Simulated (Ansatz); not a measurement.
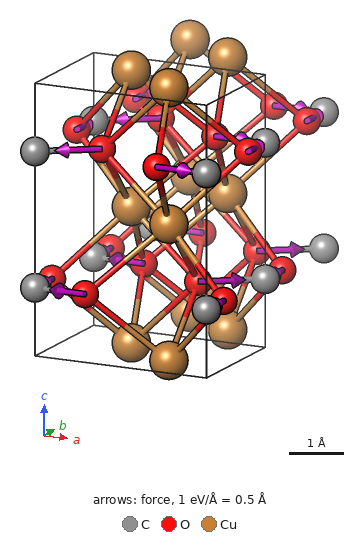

Starting geometry of a crystal of Cu₂CO₃ (a generated structure, set up in P6_3/mcm) with the computed forces as purple arrows. The picture is a ball-and-stick view of the cell of the calculation, reduced to other axes, repeated 1 × 2 × 1 with one cell outlined, seen slightly off an axis. Lengths and directions refer to the drawn axes.

The start is a swapped structure.

Theory: DFT, PAW plane waves, r2SCAN in Ansatz.

The input:
```yaml
crystal:
  lattice:
    - [2.23795437, 3.8762489, 0.0]
    - [-2.23795437, 3.8762489, 0.0]
    - [0.0, 0.0, 5.14737516]
  atoms:
    - { symbol: C, position: [0.0, 0.0, 0.25] }
    - { symbol: C, position: [0.0, 0.0, 0.75] }
    - { symbol: O, position: [0.2911, 0.7089, 0.25] }
    - { symbol: O, position: [0.2911, 0.0, 0.75] }
    - { symbol: O, position: [0.0, 0.2911, 0.25] }
    - { symbol: O, position: [0.7089, 0.2911, 0.75] }
    - { symbol: O, position: [0.7089, 0.0, 0.25] }
    - { symbol: O, position: [0.0, 0.7089, 0.75] }
    - { symbol: Cu, position: [0.3333, 0.3334, 0.0] }
    - { symbol: Cu, position: [0.6666, 0.6667, 0.5] }
    - { symbol: Cu, position: [0.6667, 0.6666, 0.0] }
    - { symbol: Cu, position: [0.3334, 0.3333, 0.5] }
  symmetry: { tolerance: 0.0003 }
kpoints:
  mp_grid: { grid: [7, 7, 5], shift: [0, 0, 0] }
magnetization:
  spin_polarized: false
scf:
  occupations: { method: fermi_dirac }
  lower_state_search: "off"
hamiltonian:
  pseudopotentials: { kind: paw }
  xc: r2scan
basis:
  ecutwfc: 500
  fft_grid_basis: typed
relax:
  max_steps: 80
  cell: { p_target: 20.0 }
output:
  forces: true
  stress: true
  eigenvalues: true
  bader: true
  populations: true
  elf: true
  write_potential: true
  volumetric_format: npy
  dos:
    e_range: [-12, 8]
    de: 0.05
    projected: { site_lists: { C: [C], Cu: [Cu], O: [O] } }
  write_density: true
checkpoint:
  read: saved_state
```

Command:
```bash
ansatz run input.yaml --threads 2 --pin off --max-ram 3584MiB --backend cpu --events-out ev --progress --plain --runs-dir out
```

Q: Is this structure relaxed? If not, where do the atoms go?

A: It isn't relaxed: the largest force vector, on O atoms, is 1.90 eV/Å. The atoms end up moving mostly along the starting forces (cosine between the two patterns 1.00). The largest moves relative to the cell, 0.069 Å, are those of O3, O4, O5, O6, O7 and O8. O8 goes along +b. Cu and C stay in place. The volume changes by +12.5 %, with a = b 4.476 → 4.650 Å (+3.9 %), c 5.147 → 5.367 Å (+4.3 %). Near-neighbour distances that change, for instance: O3–Cu10 2.049 → 2.164 Å, Cu10–Cu11 2.574 → 2.683 Å, Cu10–Cu12 2.584 → 2.684 Å, C1–O3 1.303 → 1.285 Å. Bond angles that change, for instance: Cu9–O8–Cu10 125.7° → 122.5°, O3–Cu10–O8 170.8° → 167.8°, O3–Cu10–O4 89.5° → 86.8°. The space group stays P6_3/mcm (No. 193). Over 7 accepted moves (9 points after the start) the energy falls by 2.614 eV per cell of the calculation. With the target pressure of 20 GPa, the enthalpy E + pV changes by −1.219 eV per cell of the calculation. The largest force component goes from 1.9 to 0.00049 eV/Å. Pressure: 47.08 GPa at the start and 20.00 GPa at the end. The SCF was repeated twice at an unchanged geometry on a basis and grid sized afresh for the cell, which shifted the energy by 16.3 meV per cell of the calculation at most.
